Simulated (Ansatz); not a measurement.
# SnH2F (SMILES [F][SnH2]): U-wB97M-V/STO-3G

What is the vertical ionisation energy of SnH2F at U-wB97M-V/STO-3G? 

The calculation is run with Ansatz 0.2.0.

59 further runs of the same task are left out: 7 that didn't finish, 52 set aside as unsound or not needed.

### Step 1. Starting point

The species is SnH2F (4 atoms), meant as a doublet with charge 0. As SMILES, `[F][SnH2]`. The coordinates come from a PBE0-D4/def2-TZVP relaxation.

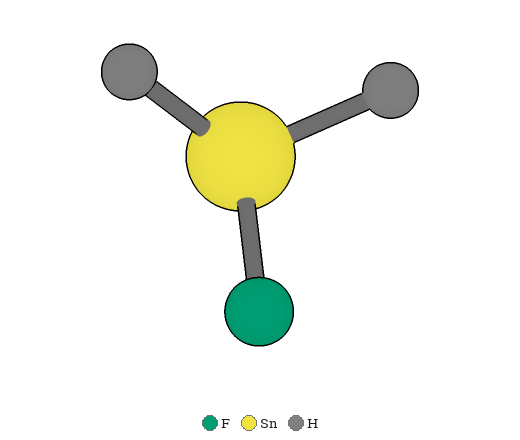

Viewed from a chosen angle; fluorine teal, tin yellow, hydrogen grey.

### Step 2. A single-point energy at U-wB97M-V/STO-3G

File input.yaml:

```yaml
crystal:
  periodic: [false, false, false]
  atoms:
    - {symbol: F, position_ang: [-1.552600, -0.190000, 0.640700]}
    - {symbol: Sn, position_ang: [0.028300, -0.242200, -0.468300]}
    - {symbol: H, position_ang: [1.184100, -1.054400, 0.524100]}
    - {symbol: H, position_ang: [0.395700, 1.426200, -0.716700]}
basis:
  gaussian:
    orbitals: STO-3G
magnetization:
  spin_polarized: true
  initial_magnetization: 1
hamiltonian:
  xc: {name: wB97M-V}
accuracy: high
```

Command:

```bash
ansatz run input.yaml --threads 1 --pin off --max-ram 2610MiB --events-out events.jsonl --progress --plain --runs-dir runs
```

The program printed:

```text
Warning: RAYON_NUM_THREADS=1 ignored (pool sized by the plan → 1); use --threads N
Functional definition: wB97M-V
  name "wB97M-V"
  parameter omega = 0.3/bohr
  parameter cx = 0.15
  parameter cx01 = 1.007
  parameter cx10 = 0.259
  parameter css00 = 0.443
  parameter css04 = -1.437
  parameter css10 = -4.535
  parameter css20 = -3.390
  parameter css43 = 4.278
  parameter cos00 = 1.000
  parameter cos10 = 1.358
  parameter cos20 = 2.924
  parameter cos21 = -8.812
  parameter cos60 = -1.390
  parameter cos61 = 9.142
  parameter b = 6.0
  parameter c = 0.01
  gx(w, u) = 1 - cx + cx01*u + cx10*w
  gss(w, u) = css00 + css04*u^4 + css10*w + css20*w^2 + css43*w^4*u^3
  gos(w, u) = cos00 + cos10*w + (cos20 + cos21*u)*w^2 + (cos60 + cos61*u)*w^6
  exchange = spin_sum(e_x_unif_sr(omega)*gx(b97_w, b97_u_x)) + cx*exact_x_sr(omega) + exact_x_lr(omega)
  correlation = spin_sum(e_c_pw_mod_same_spin*gss(b97_w, b97_u_same))
      + integral(e_c_pw_mod_opposite_spin*gos(b97_w_opposite, b97_u_opposite)) + vv10(b, c)
612 factors; integrals over basis functions are off by at most 4.8e-9 eV
133 factors; integrals over basis functions are off by at most 6.8e-10 eV
mean field evaluation 1: about -165034.5679 eV, gradient 1.1e1 eV
mean field evaluation 2: about -165034.9352 eV, gradient 1.3e1 eV
mean field evaluation 4: about -165036.2697 eV, gradient 3.0e-1 eV
mean field evaluation 8: about -165036.2062 eV, gradient 1.1e-2 eV
mean field evaluation 16: about -165036.2062 eV, gradient 2.4e-5 eV
mean field -165036.20621706 eV, -6064.9687129184 hartree, gradient 9.9e-8 eV, S^2 0.751806; 0 other end points of the search recorded, 0 dependent functions left out
reference -165036.20621922 eV, -6064.9687129979 hartree; 31, 30 occupied and 3, 4 virtual orbitals, 612 factors
Total energy: -165036.20621922 eV, -6064.9687129979 hartree
```

It took 28 s on 1 thread of Arm Neoverse V2, shared host; peak memory 0.53 GiB.

### Step 3. The singlet cation

File molecule.yaml:

```yaml
crystal:
  periodic: [false, false, false]
  atoms:
    - {symbol: F, position_ang: [-1.552600, -0.190000, 0.640700]}
    - {symbol: Sn, position_ang: [0.028300, -0.242200, -0.468300]}
    - {symbol: H, position_ang: [1.184100, -1.054400, 0.524100]}
    - {symbol: H, position_ang: [0.395700, 1.426200, -0.716700]}
basis:
  gaussian:
    orbitals: STO-3G
total_charge: 1
hamiltonian:
  xc: {name: wB97M-V}
accuracy: high
```

Command:

```bash
ansatz run molecule.yaml --threads 1 --pin off --max-ram 2610MiB --events-out events.jsonl --progress --plain --runs-dir runs
```

The program printed, cut to the lines that bear on the results:

```text
Warning: RAYON_NUM_THREADS=1 ignored (pool sized by the plan → 1); use --threads N
[... 2 set-up lines as earlier in the session ...]
[...]
  gx(w, u) = 1 - cx + cx01*u + cx10*w
  gss(w, u) = css00 + css04*u^4 + css10*w + css20*w^2 + css43*w^4*u^3
  gos(w, u) = cos00 + cos10*w + (cos20 + cos21*u)*w^2 + (cos60 + cos61*u)*w^6
[...]
      + integral(e_c_pw_mod_opposite_spin*gos(b97_w_opposite, b97_u_opposite)) + vv10(b, c)
612 factors; integrals over basis functions are off by at most 4.8e-9 eV
133 factors; integrals over basis functions are off by at most 6.8e-10 eV
[...]
mean field -165030.58306399 eV, -6064.7620658548 hartree, gradient 1.4e-8 eV, S^2 0.000000; 0 other end points of the search recorded, 0 dependent functions left out
reference -165030.58306618 eV, -6064.7620659351 hartree; 30, 30 occupied and 4, 4 virtual orbitals, 612 factors
Total energy: -165030.58306618 eV, -6064.7620659351 hartree
```

Run time: 19 s. Hardware: 1 thread of Arm Neoverse V2, shared host; peak memory 0.28 GiB.

### Step 4. Summary of results

Level: U-wB97M-V/STO-3G.

```
                                          quantity           value
                       doublet SnH2F: total energy  -6064.96871 Eh
                               doublet SnH2F: ⟨S²⟩           0.752
                      singlet cation: total energy  -6064.76207 Eh
vertical ionisation energy (to the singlet cation)        5.623 eV
```

What this shows: The vertical ionisation energy comes to 5.62 eV (130 kcal/mol). Only the singlet of the ionised species was computed; a triplet could lie lower. In a minimal basis such a difference can be off by several eV, whatever the method. Relativity is left out (doublet SnH2F) although the molecule holds a heavy atom. Relativity is left out (singlet cation) although the molecule holds a heavy atom.
